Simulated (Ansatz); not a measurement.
# CH7B2NOSi: a changed input and its effect

System: CH7B2NOSi, SMILES BB1OCN1[SiH3].
Method of the first run: RKS PBE0-D4/def2-TZVPP (Ansatz 0.2.0).

The geometry comes from this level: PBE0-D4/def2-TZVP. Text and figures count atoms from 1; the logs count them from 0 in places.

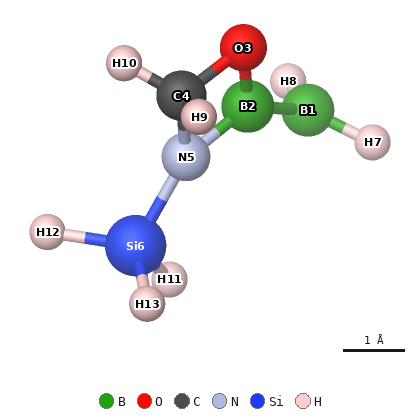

Figure 1. The input geometry (ball-and-stick view, seen at a tilt; atoms are numbered from 1 in the order of the input).

**Input file, the first run**
```yaml
crystal:
  periodic: [false, false, false]
  atoms:
    - {symbol: B, position_ang: [-0.461094, -0.674940, -2.308944]}
    - {symbol: B, position_ang: [0.083051, 0.289297, -1.038160]}
    - {symbol: O, position_ang: [0.692641, 1.548418, -1.075502]}
    - {symbol: C, position_ang: [0.744619, 1.482338, 0.349522]}
    - {symbol: N, position_ang: [0.109922, 0.170404, 0.391497]}
    - {symbol: Si, position_ang: [-0.336169, -0.897258, 1.662170]}
    - {symbol: H, position_ang: [0.245401, -1.486568, -2.833982]}
    - {symbol: H, position_ang: [-1.578145, -0.592351, -2.731822]}
    - {symbol: H, position_ang: [1.776240, 1.499038, 0.715558]}
    - {symbol: H, position_ang: [0.159580, 2.284469, 0.810850]}
    - {symbol: H, position_ang: [-0.951630, -2.084630, 1.019037]}
    - {symbol: H, position_ang: [-1.310364, -0.261374, 2.589822]}
    - {symbol: H, position_ang: [0.846349, -1.311443, 2.464654]}
basis:
  gaussian: {orbitals: def2-TZVPP}
hamiltonian: {xc: pbe0, dispersion: d4}
output: {orbitals: {seedname: orbitals}}
```

Command:
```bash
ansatz run in.yaml --threads 4 --pin off --events-out ev --progress --plain --max-ram 10444MiB
```

Hardware: 4 threads of Arm Neoverse V2, 23 GiB of memory available, shared host.

**Output (the first run)**
```
Functional definition: PBE0
  parameter a = 0.25
  parameter kappa = 0.804
  parameter beta = 0.06672455060314922
  exchange = (1 - a)*pbe_x(kappa = kappa, mu = beta*pi^2/3) + a*exact_x
  correlation = pbe_c(beta = beta)
1528 factors; their error is unknown
mean field evaluation 1: about -13903.6275 eV, gradient 6.0e1 eV
mean field evaluation 2: about -13895.0651 eV, gradient 8.7e1 eV
mean field evaluation 4: about -13910.6534 eV, gradient 2.4e0 eV
mean field evaluation 8: about -13910.6715 eV, gradient 1.1e-1 eV
mean field evaluation 16: about -13910.6840 eV, gradient 1.7e-4 eV
mean field -13910.68404428 eV, -511.2082096270 hartree, gradient 4.1e-5 eV, S^2 0.000000; 0 other end points of the search recorded, 0 dependent functions left out
reference -13910.68408383 eV, -511.2082110805 hartree; 26, 26 occupied and 269, 269 virtual orbitals, 1528 factors
Total energy: -13910.92966970 eV, -511.2172361945 hartree
```

For the second run the input was changed thus:
```diff
-hamiltonian: {xc: pbe0, dispersion: d4}
+hamiltonian: {xc: {name: wB97X-V}}
```

Predict how the results change.

The total energies belong to different models, so their difference says nothing on which is more stable or more accurate. The HOMO goes from −7.76 to −10.14 eV. The LUMO goes from −2.16 to 0.07 eV. On the same kind of shared host the second run took about 2.6 times as long.

**Output (the second run)**
```
Functional definition: wB97X-V
  parameter omega = 0.3/bohr
  parameter cx = 0.167
  parameter cx1 = 0.603
  parameter cx2 = 1.194
  parameter css0 = 0.556
  parameter css1 = -0.257
  parameter cos0 = 1.219
  parameter cos1 = -1.850
  parameter b = 6.0
  parameter c = 0.01
  exchange = spin_sum(e_x_unif_sr(omega)*poly(b97_u_x, 1 - cx, cx1, cx2)) + cx*exact_x_sr(omega) + exact_x_lr(omega)
  correlation = spin_sum(e_c_pw_same_spin*poly(b97_u_same, css0, css1))
      + integral(e_c_pw_opposite_spin*poly(b97_u_opposite, cos0, cos1)) + vv10(b, c)
1528 factors; their error is unknown
387 factors; integrals over basis functions are off by at most 1.2e-5 eV
mean field evaluation 1: about -13913.0241 eV, gradient 5.4e1 eV
mean field evaluation 2: about -13913.3230 eV, gradient 5.4e1 eV
mean field evaluation 4: about -13918.4088 eV, gradient 2.2e0 eV
mean field evaluation 8: about -13918.4321 eV, gradient 4.1e-2 eV
mean field evaluation 16: about -13918.4257 eV, gradient 4.7e-5 eV
mean field -13918.42570171 eV, -511.4927102902 hartree, gradient 4.7e-5 eV, S^2 0.000000; 0 other end points of the search recorded, 0 dependent functions left out
reference -13918.42569900 eV, -511.4927101904 hartree; 26, 26 occupied and 269, 269 virtual orbitals, 1528 factors
Total energy: -13918.42569900 eV, -511.4927101904 hartree
```

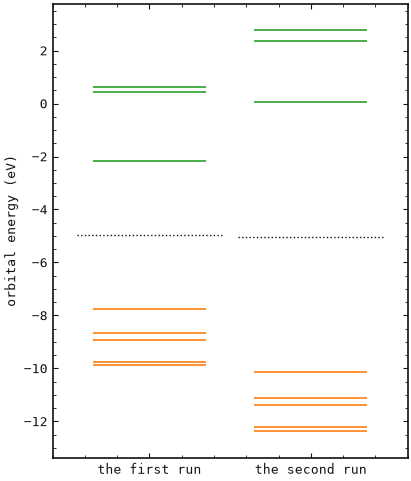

Figure 2. The five highest filled and three lowest empty orbital energies of the two runs; the dotted lines part filled from empty levels. The HOMO–LUMO gap is 5.60 eV in the first run and 10.21 eV in the second run.

**The two runs side by side**

| quantity | the first run | the second run |
| --- | --- | --- |
| outcome | converged | converged |
| total energy (hartree) | −511.217236 | −511.492710 |
| HOMO (eV) | −7.76 | −10.14 |
| LUMO (eV) | −2.16 | 0.07 |
| basis functions | 295 | 295 |
| wall time (shared host) | 3.9 s | 10 s |
